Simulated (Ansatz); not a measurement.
**How NaHgF3 (model structure) absorbs and reflects light**

What colour and refractive index does NaHgF3 (model structure) have at this level of theory? The structure is a model built here, which may or may not match a known phase. It was built so: All Cd replaced by Hg and K replaced by Na in the Pm-3m structure of KCdF3.

Main program and level: Ansatz 0.2.0; DFT, PBE, plane-wave PAW, default files, scalar-relativistic, independent-particle optical response without local fields.

### 1. The structure

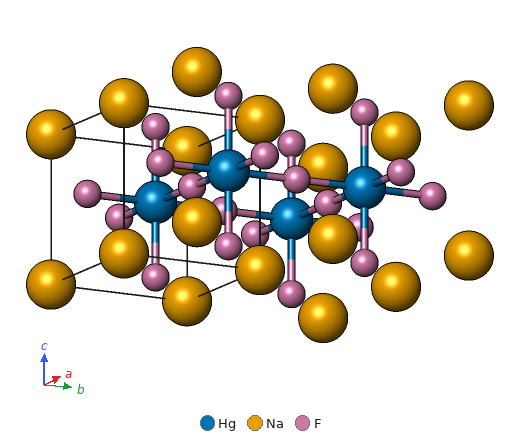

Start, viewed from a free direction; mercury blue, sodium orange, fluorine pink. 2×2×1 cells are drawn. Some periodic images of atoms are drawn too.

### 2. Relaxation

Spectra hang on bond lengths, so the cell is first brought to its minimum.

This step: DFT, PBE, plane-wave PAW, default files, scalar-relativistic, relaxation (Ansatz 0.2.0).

Input file input.yaml:

```yaml
crystal:
  lattice:
    - [4.00901928, 0.0, 0.0]
    - [0.0, 4.00901928, 0.0]
    - [0.0, 0.0, 4.00901928]
  atoms:
    - { symbol: Hg, position: [0.5, 0.5, 0.5] }
    - { symbol: Na, position: [0.0, 0.0, 0.0] }
    - { symbol: F, position: [0.5, 0.5, 0.0] }
    - { symbol: F, position: [0.5, 0.0, 0.5] }
    - { symbol: F, position: [0.0, 0.5, 0.5] }
kpoints:
  mp_grid: { grid: [6, 6, 6] }
scf:
  occupations: { method: fermi_dirac, width: 0.05 }
hamiltonian:
  xc: pbe
  pseudopotentials: { kind: paw }
output:
  forces: true
  stress: true
relax:
  f_tol: 0.02
  max_steps: 50
  cell: {}
```

On the command line:

```sh
> ansatz run input.yaml --threads 4 --pin off --max-ram 8192MiB --backend cpu --events-out ev --progress --plain --runs-dir out
```

Numbers of over 12 decimals in the logs are rounded to 6 here.

Log:

```text
Engine: ansatz 0.2.0, aarch64-unknown-linux-gnu
Pseudopotentials: kind: paw
Pseudopotential: Hg, paw, valence charge 20, recommended cutoff 420 eV (normal), Hg.paw.azcp
Pseudopotential: Na, paw, valence charge 9, recommended cutoff 420 eV (normal), Na.paw.azcp
Pseudopotential: F, paw, valence charge 7, recommended cutoff 420 eV (normal), F.paw.azcp
Functional definition: PBE
  parameter kappa = 0.804
  parameter beta = 0.066725
  exchange = pbe_x(kappa = kappa, mu = beta*pi^2/3)
  correlation = pbe_c(beta = beta)
Crystal: 5 atoms, lattice volume = 64.434 Å³
Basis set: ecut = 420 eV, 1237 PW (Γ), exchange–correlation on 54×54×54 points (8 copies of the dense FFT grid, shifted against one another)
Bands: 30, of which v1, the nominal top of the filled ones, is band 25 counted from 1 (24 counted from 0)
Symmetry: 48 space group operations
Space group: Pm-3m (ITA 221), of the structure as read, at distance tolerance 4.0e-5 Å
k-points: 20 of 216
Non-local potential: Hg, projectors of the file, l = 0: 3, l = 1: 2, l = 2: 2, l = 3: 1
Non-local potential: Na, projectors of the file, l = 0: 3, l = 1: 2, l = 2: 1
Non-local potential: F, projectors of the file, l = 0: 2, l = 1: 2, l = 2: 1
PAW form: soft (Blöchl's): semilocal exchange-correlation on the pseudo side does not see the compensation charge
PAW one-centre angular grid: Hg, 590 points (default); XC on 64 Gauss nodes
PAW one-centre angular grid: Na, 110 points (default); XC on 64 Gauss nodes
PAW one-centre angular grid: F, 110 points (default); XC on 64 Gauss nodes
Initial density: superposition of atomic densities (neutral atoms: chi_scale 0, normalization atom), corrected by the library's trained network
Initial wavefunctions: pseudopotential atomic-orbital guess
Functional: x = pbe(κ = 0.804, μ = 0.219515), c = pbe(β = 0.066725)
SCF iter   1: F=—  HF=-17722.052948 eV  |F-HF|=—  |Δ(HF+E_count)|=         —  Δρ=3.40e-3  dr2=8.16e-3  ethr=1.77e-3  ⟨swp⟩=6.0  Hψ=2460  notcnv=0
preconditioner: auto → Resta (q_TF=auto, 2.615 Å⁻¹)  ε∞=3.6  [insulator: Δε(μ)=0.276 eV  Ē_g=18.290 eV  σ=0.050 eV  W_gap=0.58  n_scr=18 (ndim 8)  ℏωp=29.3 eV  f_vac=0.209  D(μ)=0.79/eV (n_scr^D=0)  ε∞_Penn≈3.6]
SCF iter   2: F=—  HF=-17722.052755 eV  |F-HF|=—  |Δ(HF+E_count)|=   1.93e-4  Δρ=1.49e-3  dr2=1.29e-3  ethr=1.63e-5  ⟨swp⟩=2.0  Hψ=1089  notcnv=0  defer=2
SCF iter   3: F=—  HF=-17722.052867 eV  |F-HF|=—  |Δ(HF+E_count)|=   1.13e-4  Δρ=6.67e-4  dr2=2.92e-4  ethr=2.58e-6  ⟨swp⟩=2.0  Hψ=806  notcnv=0  defer=2
SCF iter   4: F=—  HF=-17722.052887 eV  |F-HF|=—  |Δ(HF+E_count)|=   2.00e-5  Δρ=2.08e-4  dr2=4.37e-5  ethr=5.84e-7  ⟨swp⟩=2.0  Hψ=843  notcnv=0  defer=2
SCF iter   5: F=—  HF=-17722.050269 eV  |F-HF|=—  |Δ(HF+E_count)|=   2.62e-3  Δρ=6.95e-5  dr2=3.98e-6  ethr=8.74e-8  ⟨swp⟩=2.0  Hψ=960  notcnv=0  defer=2
SCF iter   6: F=—  HF=-17722.050270 eV  |F-HF|=—  |Δ(HF+E_count)|=   9.41e-7  Δρ=2.77e-5  dr2=2.40e-7  ethr=7.97e-9  ⟨swp⟩=2.0  Hψ=891  notcnv=0  defer=2
SCF iter   7: F=-17722.050270 eV  HF=-17722.050270 eV  |F-HF|=5.65e-9  |Δ(HF+E_count)|=   1.18e-8  Δρ=6.33e-6  dr2=1.20e-8  ethr=2.00e-10  ⟨swp⟩=4.0  Hψ=1948  notcnv=0
SCF 1 converged in 7 iterations: F = -17722.050270 eV  dr2 = 1.20e-8
  greatest PAW one-centre occupation: 1.001 electrons in one spin orbital (limit 2), on the Hg atom at site 0 (counted from 0), in its partial waves of l = 1
relax step   1: F+E_penalty+E_count = -17722.05026986 eV  Δ(F+E_penalty+E_count) = +0.000e0 eV  max|allowed force component| = 7.378e-28 eV/Å  Δτ_max = 0.0000 Å  P = +50.413 GPa  Ω = 64.434 Å³  (7 SCF iters, dr2 threshold 1.00e-7 eV, accepted)
Crystal: 5 atoms, lattice volume = 74.324 Å³
Basis set: ecut = 420 eV, 1419 PW (Γ), exchange–correlation on 54×54×54 points (8 copies of the dense FFT grid, shifted against one another)
Initial density: handed on by an earlier stage of this run
Initial wavefunctions: those handed on with the density
iter 1 solved again at ethr=4.11e-4 eV; its pass at ethr=3.10e-3 eV (dr2=2.06e-1 eV) is discarded
SCF iter   1: F=—  HF=-17724.223274 eV  |F-HF|=—  |Δ(HF+E_count)|=         —  Δρ=1.42e-2  dr2=2.04e-1  ethr=4.11e-4  ⟨swp⟩=1.0  Hψ=3113  notcnv=0
preconditioner: auto → Resta (q_TF=auto, 2.554 Å⁻¹)  ε∞=3.5  [insulator: Δε(μ)=0.203 eV  Ē_g=17.199 eV  σ=0.050 eV  W_gap=0.77  n_scr=18 (ndim 8)  ℏωp=27.2 eV  f_vac=0.272  D(μ)=0.42/eV (n_scr^D=0)  ε∞_Penn≈3.5]
SCF iter   2: F=—  HF=-17724.153819 eV  |F-HF|=—  |Δ(HF+E_count)|=   6.95e-2  Δρ=7.62e-3  dr2=3.59e-2  ethr=4.07e-4  ⟨swp⟩=2.0  Hψ=903  notcnv=0
SCF iter   3: F=—  HF=-17724.139700 eV  |F-HF|=—  |Δ(HF+E_count)|=   1.41e-2  Δρ=2.47e-3  dr2=5.53e-3  ethr=7.18e-5  ⟨swp⟩=2.6  Hψ=1137  notcnv=0  defer=16
SCF iter   4: F=—  HF=-17724.137992 eV  |F-HF|=—  |Δ(HF+E_count)|=   1.71e-3  Δρ=1.31e-3  dr2=9.57e-4  ethr=1.11e-5  ⟨swp⟩=2.0  Hψ=853  notcnv=0  defer=16
SCF iter   5: F=—  HF=-17724.137820 eV  |F-HF|=—  |Δ(HF+E_count)|=   1.73e-4  Δρ=3.32e-4  dr2=6.92e-5  ethr=1.91e-6  ⟨swp⟩=2.0  Hψ=900  notcnv=0  defer=16
SCF iter   6: F=—  HF=-17724.134614 eV  |F-HF|=—  |Δ(HF+E_count)|=   3.21e-3  Δρ=6.12e-5  dr2=1.70e-6  ethr=1.38e-7  ⟨swp⟩=2.0  Hψ=986  notcnv=0  defer=16
SCF iter   7: F=-17724.134616 eV  HF=-17724.134616 eV  |F-HF|=1.27e-7  |Δ(HF+E_count)|=   1.42e-6  Δρ=1.23e-5  dr2=6.65e-8  ethr=1.00e-9  ⟨swp⟩=4.0  Hψ=2122  notcnv=0
SCF 2 converged in 7 iterations: F = -17724.134616 eV  dr2 = 6.65e-8
relax step   2: F+E_penalty+E_count = -17724.13461590 eV  Δ(F+E_penalty+E_count) = -2.084e0 eV  max|allowed force component| = 6.239e-30 eV/Å  Δτ_max = 0.0000 Å  P = +20.828 GPa  Ω = 74.324 Å³  energy of the carried Pulay correction = -3.052e-2 eV  (7 SCF iters, dr2 threshold 5.00e-7 eV, accepted)
Crystal: 5 atoms, lattice volume = 83.295 Å³
Basis set: ecut = 420 eV, 1647 PW (Γ), exchange–correlation on 54×54×54 points (8 copies of the dense FFT grid, shifted against one another)
iter 1 solved again at ethr=3.28e-4 eV; its pass at ethr=3.10e-3 eV (dr2=1.64e-1 eV) is discarded
SCF iter   1: F=—  HF=-17724.843405 eV  |F-HF|=—  |Δ(HF+E_count)|=         —  Δρ=1.17e-2  dr2=1.56e-1  ethr=3.28e-4  ⟨swp⟩=1.0  Hψ=2895  notcnv=0
preconditioner: auto → Resta (q_TF=auto, 2.506 Å⁻¹)  ε∞=3.4  [insulator: Δε(μ)=0.541 eV  Ē_g=16.536 eV  σ=0.050 eV  W_gap=0.87  n_scr=26 (ndim 8)  ℏωp=25.7 eV  f_vac=0.303  D(μ)=0.17/eV (n_scr^D=0)  ε∞_Penn≈3.4]
SCF iter   2: F=—  HF=-17724.791606 eV  |F-HF|=—  |Δ(HF+E_count)|=   5.18e-2  Δρ=6.46e-3  dr2=2.55e-2  ethr=3.13e-4  ⟨swp⟩=2.1  Hψ=935  notcnv=0
SCF iter   3: F=—  HF=-17724.781914 eV  |F-HF|=—  |Δ(HF+E_count)|=   9.69e-3  Δρ=2.26e-3  dr2=5.00e-3  ethr=5.09e-5  ⟨swp⟩=2.5  Hψ=1124  notcnv=0  defer=14
SCF iter   4: F=—  HF=-17724.780378 eV  |F-HF|=—  |Δ(HF+E_count)|=   1.54e-3  Δρ=1.02e-3  dr2=7.01e-4  ethr=1.00e-5  ⟨swp⟩=2.0  Hψ=828  notcnv=0  defer=14
SCF iter   5: F=—  HF=-17724.780279 eV  |F-HF|=—  |Δ(HF+E_count)|=   9.91e-5  Δρ=2.66e-4  dr2=5.19e-5  ethr=1.40e-6  ⟨swp⟩=2.4  Hψ=956  notcnv=0  defer=14
SCF iter   6: F=—  HF=-17724.777000 eV  |F-HF|=—  |Δ(HF+E_count)|=   3.28e-3  Δρ=5.12e-5  dr2=1.32e-6  ethr=1.04e-7  ⟨swp⟩=2.2  Hψ=992  notcnv=0  defer=14
SCF iter   7: F=-17724.777001 eV  HF=-17724.777001 eV  |F-HF|=2.15e-7  |Δ(HF+E_count)|=   1.45e-6  Δρ=1.46e-5  dr2=1.06e-7  ethr=1.00e-9  ⟨swp⟩=4.0  Hψ=2131  notcnv=0
SCF 3 converged in 7 iterations: F = -17724.777001 eV  dr2 = 1.06e-7
  greatest PAW one-centre occupation: 1.000 electrons in one spin orbital (limit 2), on the Hg atom at site 0 (counted from 0), in its partial waves of l = 1
relax step   3: F+E_penalty+E_count = -17724.77700134 eV  Δ(F+E_penalty+E_count) = -6.424e-1 eV  max|allowed force component| = 1.386e-29 eV/Å  Δτ_max = 0.0000 Å  P = +4.041 GPa  Ω = 83.295 Å³  energy of the carried Pulay correction = -5.471e-2 eV  (7 SCF iters, dr2 threshold 5.00e-7 eV, accepted)
[... from here on, the SCF cycles and remarks between the steps are left out ...]
relax step   4: F+E_penalty+E_count = -17724.80413961 eV  Δ(F+E_penalty+E_count) = -2.714e-2 eV  max|allowed force component| = 2.362e-28 eV/Å  Δτ_max = 0.0000 Å  P = +0.294 GPa  Ω = 85.786 Å³  energy of the carried Pulay correction = -6.092e-2 eV  (6 SCF iters, dr2 threshold 5.00e-7 eV, accepted)
relax step   5: F+E_penalty+E_count = -17724.80383194 eV  Δ(F+E_penalty+E_count) = +3.077e-4 eV  max|allowed force component| = 4.256e-29 eV/Å  Δτ_max = 0.0000 Å  P = +0.002 GPa  Ω = 85.988 Å³  energy of the carried Pulay correction = -6.141e-2 eV  (5 SCF iters, dr2 threshold 2.17e-7 eV, accepted)
relax step   6: F+E_penalty+E_count = -17725.19904697 eV  Δ(F+E_penalty+E_count) = -3.952e-1 eV  max|allowed force component| = 4.794e-29 eV/Å  Δτ_max = 0.0000 Å  P = +6.398 GPa  Ω = 85.988 Å³  stress off target by 6.40e0 GPa  SCF on the basis re-selected at this cell (its energy is not comparable with the rows above)  (10 SCF iters)
relax step   7: F+E_penalty+E_count = -17725.30782971 eV  Δ(F+E_penalty+E_count) = -1.088e-1 eV  max|allowed force component| = 4.734e-29 eV/Å  Δτ_max = 0.0000 Å  P = +2.624 GPa  Ω = 90.500 Å³  energy of the carried Pulay correction = -1.591e-2 eV  (6 SCF iters, dr2 threshold 5.00e-7 eV, accepted)
relax step   8: F+E_penalty+E_count = -17725.32157426 eV  Δ(F+E_penalty+E_count) = -1.374e-2 eV  max|allowed force component| = 2.192e-29 eV/Å  Δτ_max = 0.0000 Å  P = +0.355 GPa  Ω = 93.926 Å³  energy of the carried Pulay correction = -3.324e-2 eV  (6 SCF iters, dr2 threshold 5.00e-7 eV, accepted)
relax step   9: F+E_penalty+E_count = -17725.31888191 eV  Δ(F+E_penalty+E_count) = +2.692e-3 eV  max|allowed force component| = 1.168e-28 eV/Å  Δτ_max = 0.0000 Å  P = +0.025 GPa  Ω = 94.487 Å³  energy of the carried Pulay correction = -3.660e-2 eV  (5 SCF iters, dr2 threshold 3.16e-7 eV, accepted)
relax step  10: F+E_penalty+E_count = -17725.36002457 eV  Δ(F+E_penalty+E_count) = -4.114e-2 eV  max|allowed force component| = 6.637e-29 eV/Å  Δτ_max = 0.0000 Å  P = +0.216 GPa  Ω = 94.487 Å³  stress off target by 2.16e-1 GPa  SCF on the basis re-selected at this cell (its energy is not comparable with the rows above)  (8 SCF iters)
relax step  11: F+E_penalty+E_count = -17725.35932317 eV  Δ(F+E_penalty+E_count) = +7.014e-4 eV  max|allowed force component| = 1.859e-29 eV/Å  Δτ_max = 0.0000 Å  P = +0.010 GPa  Ω = 94.856 Å³  energy of the carried Pulay correction = -9.612e-4 eV  (5 SCF iters, dr2 threshold 1.16e-7 eV, accepted)
iter 1 solved again at ethr=2.12e-7 eV; its pass at ethr=3.10e-3 eV (dr2=1.06e-4 eV) is discarded
SCF iter   1: F=—  HF=-17725.359861 eV  |F-HF|=—  |Δ(HF+E_count)|=         —  Δρ=9.95e-5  dr2=5.45e-7  ethr=2.12e-7  ⟨swp⟩=3.0  Hψ=3869  notcnv=0
preconditioner: auto → Resta (q_TF=auto, 2.452 Å⁻¹)  ε∞=3.3  [insulator: Δε(μ)=0.396 eV  Ē_g=15.890 eV  σ=0.050 eV  W_gap=0.92  n_scr=26 (ndim 8)  ℏωp=24.1 eV  f_vac=0.331  D(μ)=0.03/eV (n_scr^D=0)  ε∞_Penn≈3.3]
SCF iter   2: F=—  HF=-17725.360156 eV  |F-HF|=—  |Δ(HF+E_count)|=   2.95e-4  Δρ=5.02e-5  dr2=2.48e-7  ethr=1.09e-9  ⟨swp⟩=2.8  Hψ=1157  notcnv=0
SCF iter   3: F=—  HF=-17725.360249 eV  |F-HF|=—  |Δ(HF+E_count)|=   9.35e-5  Δρ=2.52e-5  dr2=3.71e-8  ethr=4.95e-10  ⟨swp⟩=2.1  Hψ=848  notcnv=0
SCF iter   4: F=—  HF=-17725.360278 eV  |F-HF|=—  |Δ(HF+E_count)|=   2.84e-5  Δρ=7.61e-6  dr2=5.87e-9  ethr=7.42e-11  ⟨swp⟩=2.0  Hψ=981  notcnv=0
SCF iter   5: F=—  HF=-17725.360281 eV  |F-HF|=—  |Δ(HF+E_count)|=   2.89e-6  Δρ=1.69e-6  dr2=1.30e-9  ethr=1.17e-11  ⟨swp⟩=2.0  Hψ=972  notcnv=0
SCF iter   6: F=—  HF=-17725.360281 eV  |F-HF|=—  |Δ(HF+E_count)|=   4.23e-8  Δρ=5.25e-7  dr2=1.71e-10  ethr=2.59e-12  ⟨swp⟩=2.2  Hψ=840  notcnv=0
SCF iter   7: F=-17725.360281 eV  HF=-17725.360281 eV  |F-HF|=3.64e-12  |Δ(HF+E_count)|=  2.62e-10  Δρ=9.90e-8  dr2=3.33e-12  ethr=1.00e-12  ⟨swp⟩=4.0  Hψ=2025  notcnv=0
SCF 12 converged in 7 iterations: F = -17725.360281 eV  dr2 = 3.33e-12
relax step  12: F+E_penalty+E_count = -17725.36028069 eV  Δ(F+E_penalty+E_count) = -9.575e-4 eV  max|allowed force component| = 2.221e-29 eV/Å  Δτ_max = 0.0000 Å  P = +0.015 GPa  Ω = 94.856 Å³  stress off target by 1.46e-2 GPa  SCF on the basis re-selected at this cell (its energy is not comparable with the rows above)  (7 SCF iters)
basis re-selected at this cell: Δ(F+E_penalty+E_count) = -9.575e-4 eV, ΔP = +0.004 GPa vs the last step (what re-selecting the basis moved, of the pressure what is left beyond the Pulay correction that the steps carried, after the strain that the cell walked since its last selection, with what the two solves' SCF thresholds leave and, on support functions, any second-order correction that the steps lacked; it is no m [...]
SCF converged after 7 iterations
Free energy (F): -17725.360281 eV
Harris-Foulkes:  -17725.360281 eV  (|F-HF|=3.64e-12)
Internal energy: -17725.359933 eV  (E = F + TS)
E sigma→0 (E₀):  -17725.360107 eV
Entropy (-TS):   -0.000348 eV (-0.070 meV/atom)
Fermi energy:    3.443167 eV
--- Per-component energies (eV) ---
  E_band       = -897.306596
  E_kinetic    = 1338.939214
  E_local      = -6959.556812  (includes V_loc(G=0)·N_el)
  E_nonlocal   = 412.124088
  E_hartree    = 2802.223040
  E_xc         = -496.165478
  E_vxc        = -615.607221  (∫ρ·V_xc dr)
  E_paw        = -10808.986248  (= ΣΔE_a)
  E_vpaw       = -677.659148  (= ΣTr[D̂ρ^β])
  E_aug_tail   = 0.007228  (compensation charges beyond the density's cutoff)
  E_ewald      = -4013.944965
  E_smearing   = -0.000348  (= −TS)
  E_closure    = 0.000000  (closes the sum)
  Σ components = -17725.360281   (vs F -17725.360281, Δ=0.00e0)
--- Forces (eV/Å), atoms counted from 1 ---
  atom   1  Hg    -0.00000000     0.00000000    -0.00000000
  atom   2  Na    -0.00000000     0.00000000     0.00000000
  atom   3  F      0.00000000     0.00000000    -0.00000000
  atom   4  F     -0.00000000    -0.00000000     0.00000000
  atom   5  F     -0.00000000     0.00000000     0.00000000
  max |Σ_I F_I| component: 2.60e-29 eV/Å
--- Stress (GPa, compression-positive) ---
        0.014586      -0.000000       0.000000
       -0.000000       0.014586      -0.000000
        0.000000      -0.000000       0.014586
  P = ⅓ Tr σ = 0.0146 GPa (0.146 kbar)
--- Relaxed structure (9 steps of the walk, 9 accepted, 3 SCFs on fresh bases) ---
  F+E_penalty+E_count = -17725.36028069 eV   max|allowed force component| = 2.221e-29 eV/Å   (the final SCF, on the basis selected at the relaxed cell)
  cell:  # Å, volume = 94.8557 Å³
    - [4.560591, 0, 0]
    - [0, 4.560591, 0]
    - [0, 0, 4.560591]
  atoms:
    - { symbol: Hg, position: [0.5, 0.5, 0.5] }
    - { symbol: Na, position: [0, 0, 0] }
    - { symbol: F, position: [0.5, 0.5, 0] }
    - { symbol: F, position: [0.5, 0, 0.5] }
    - { symbol: F, position: [0, 0.5, 0.5] }
```

Elapsed: 8.9 s, on 4 threads of Arm Neoverse V1, shared host; peak memory 0.41 GiB.

The steps of the relaxation:

```
step  energy less that of the first step (eV)  largest force component (eV/Å)  pressure (GPa)  volume (Å³)
   1                                   0.0000                          0.0000           50.41        64.43
   2                                  -2.0843                          0.0000           20.83        74.32
   3                                  -2.7267                          0.0000            4.04        83.30
   4                                  -2.7539                          0.0000            0.29        85.79
   5                                  -2.7536                          0.0000            0.00        85.99
  6*                                  -3.1488                          0.0000            6.40        85.99
   7                                  -3.2576                          0.0000            2.62        90.50
   8                                  -3.2713                          0.0000            0.36        93.93
   9                                  -3.2686                          0.0000            0.03        94.49
 10*                                  -3.3098                          0.0000            0.22        94.49
  11                                  -3.3091                          0.0000            0.01        94.86
 12*                                  -3.3100                          0.0000            0.01        94.86
```

Relaxation steps marked * repeat the geometry before them on a plane-wave basis chosen anew for their cell, so energy and pressure can jump there.

Forces are held to the 48 operations that the run works with; a distortion that breaks them can't arise in this run.

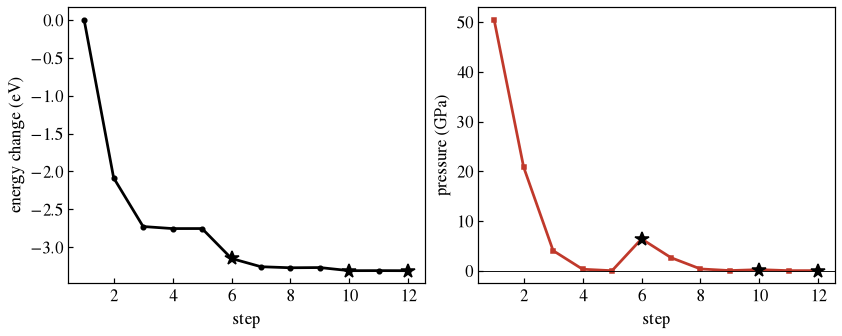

Energy and pressure along the relaxation. Stars mark steps on a basis chosen anew.

```
     cell as run  before  after   change
           a (Å)   4.009  4.561  +13.8 %
           b (Å)   4.009  4.561  +13.8 %
           c (Å)   4.009  4.561  +13.8 %
volume (Å³/atom)   12.89  18.97  +47.2 %
```

The relaxation ends with a pressure of 0.01 GPa.

(Part 1 of 2 ends here.)

[Logs are printed without paths, hosts, clocks, repeated set-up lines and the standing remarks that a program may print on its own settings, such as how far it seeks lower states.]

[Hosts, paths, dates, database ids (printed as entryN), source tags and the programs' standing remarks are cut or masked in the printed files.]
